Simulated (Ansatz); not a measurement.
# Run report: GeNH$_{5}$O, single-point calculation

GeNH$_{5}$O, computed with RKS PBE0-D4/def2-TZVPP (Ansatz 0.2.0).

The geometry is the reactant side of a reaction. The reaction was set up to form N2–H4 and to break Ge1–N2 and O3–H4 (atoms counted from 1 in the order of the input); sticks are drawn by distance alone. The geometry comes from this level: PBE0-D4/def2-TZVP.

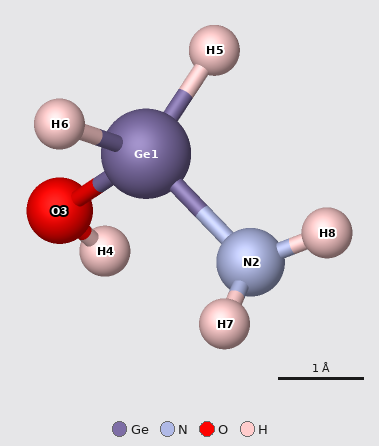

Figure 1. The structure as given in the input (ball-and-stick view, seen at a tilt; atoms are numbered from 1 in the order of the input). Sticks mark near contacts. Bond lengths as drawn: Ge–H 1.54 Å, Ge–N 1.83 Å, Ge–O 1.78 Å, H–N 1.01 Å and H–O 0.96 Å.

Input file:
```yaml
crystal:
  periodic: [false, false, false]
  atoms:
    - {symbol: Ge, position_ang: [-0.606604, 0.149411, 0.165763]}
    - {symbol: N, position_ang: [1.220938, 0.161663, 0.264031]}
    - {symbol: O, position_ang: [-1.059197, -1.036492, -1.078847]}
    - {symbol: H, position_ang: [-0.479201, -0.969994, -1.841740]}
    - {symbol: H, position_ang: [-1.021708, 1.578190, -0.232517]}
    - {symbol: H, position_ang: [-1.341893, -0.364804, 1.413618]}
    - {symbol: H, position_ang: [1.648643, -0.568435, 0.814182]}
    - {symbol: H, position_ang: [1.639021, 1.050559, 0.495411]}
basis:
  gaussian: {orbitals: def2-TZVPP}
hamiltonian: {xc: pbe0, dispersion: d4}
output: {orbitals: {seedname: orbitals}}
```

Launch command:
```bash
ansatz run in.yaml --threads 4 --pin off --events-out ev --progress --plain --max-ram 9574MiB
```

The program's output:
```
Functional definition: PBE0
  name "PBE0"
  cite "Adamo & Barone, J. Chem. Phys. 110, 6158 (1999) doi:10.1063/1.478522"
  cite "Perdew, Burke & Ernzerhof, Phys. Rev. Lett. 77, 3865 (1996) doi:10.1103/PhysRevLett.77.3865"
  parent pbe
  parameter a = 0.25
  parameter kappa = 0.804
  parameter beta = 0.06672455060314922
  exchange = (1 - a)*pbe_x(kappa = kappa, mu = beta*pi^2/3) + a*exact_x
  correlation = pbe_c(beta = beta)
1002 factors; their error is unknown
mean field evaluation 1: about -60118.0783 eV, gradient 7.7e1 eV
mean field evaluation 2: about -60100.1029 eV, gradient 1.2e2 eV
mean field evaluation 4: about -60127.8689 eV, gradient 6.5e0 eV
mean field evaluation 8: about -60127.9459 eV, gradient 4.2e-2 eV
mean field evaluation 16: about -60128.2233 eV, gradient 3.2e-5 eV
mean field -60128.22327225 eV, -2209.6714488814 hartree, gradient 3.2e-5 eV, S^2 0.000000; 0 other end points of the search recorded, 0 dependent functions left out
reference -60128.22329905 eV, -2209.6714498666 hartree; 26, 26 occupied and 154, 154 virtual orbitals, 1002 factors
Total energy: -60128.32081713 eV, -2209.6750335899 hartree
```

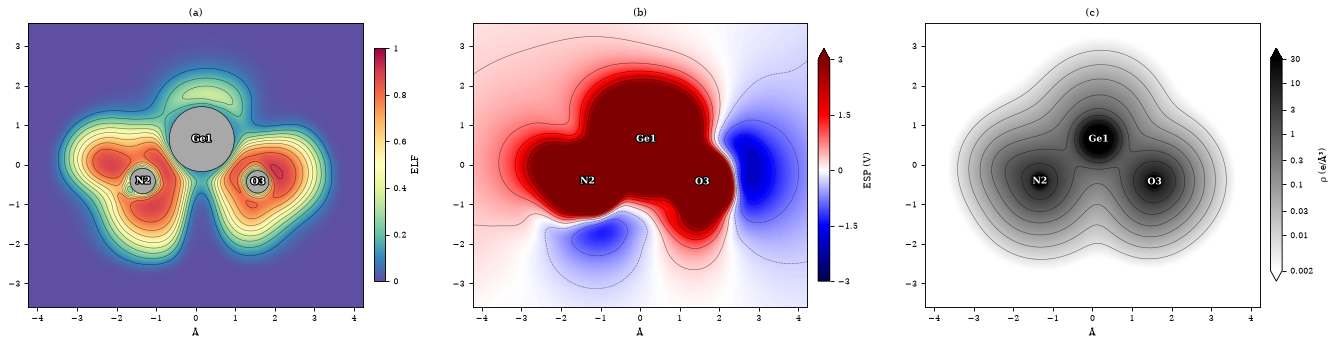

Figure 2. (a) ELF; (b) electrostatic potential; (c) total electron density on the plane of atoms N2, Ge1 and O3. Grey discs, where drawn, cover atomic cores. Atoms in the plane: Ge, N and O. Ge–O (1.78 Å): ρ at the midpoint is about 1 e/Å³; the ELF peaks at about 0.85 in the valence shell of O, 0.6 Å from its nucleus, and is about 0.35 at the midpoint.

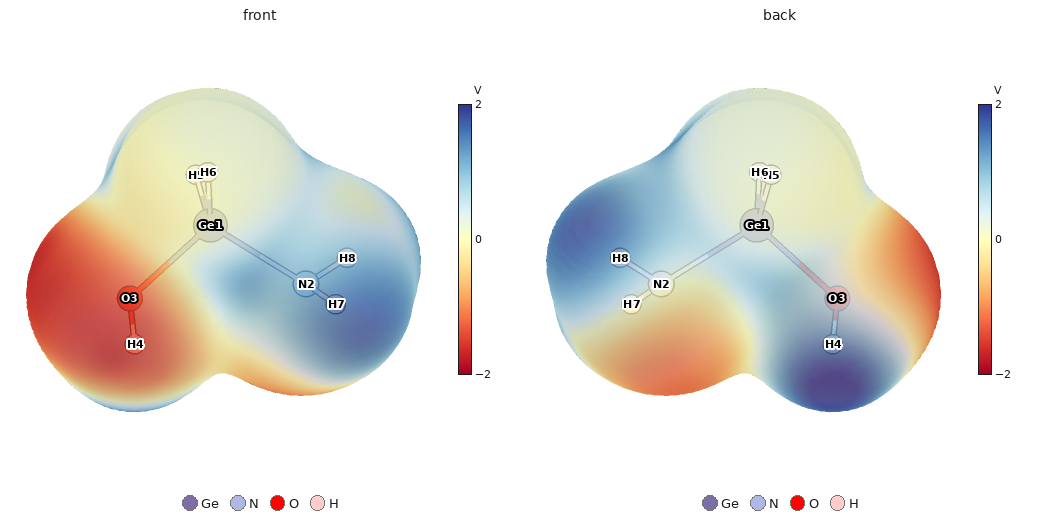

Figure 3. The molecular electrostatic potential painted on the density surface at 0.002 e/bohr³, seen face on and from behind; red is negative and blue positive. A positive charge is drawn to the negative regions and a negative charge to the positive ones.

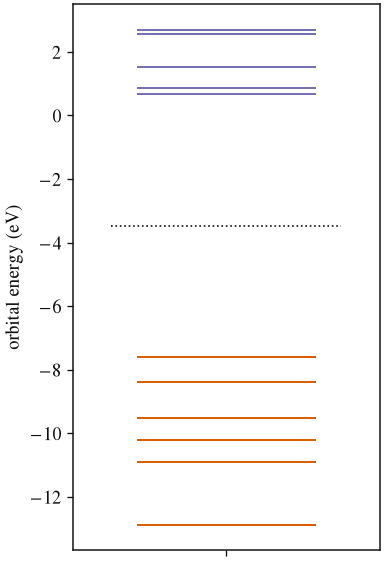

Figure 4. Orbital energies near the frontier; the dotted line parts filled from empty levels, and levels within 0.02 eV of each other stand side by side. Highest filled −7.60 eV, lowest empty 0.67 eV, 8.27 eV apart.

Summary:

```tsv
quantity	value
outcome	converged
total energy	−60128.3208 eV
mean-field energy	−60128.2233 eV
dispersion energy	−0.0975 eV
SCF solution under orbital rotations	stable
HOMO	−7.60 eV
LUMO	0.67 eV
hardware	4 threads of Arm Neoverse V1, 23 GiB of memory available, shared host
wall time	1.5 s (CPU time 5.4 s)
peak memory	0.39 GiB
```
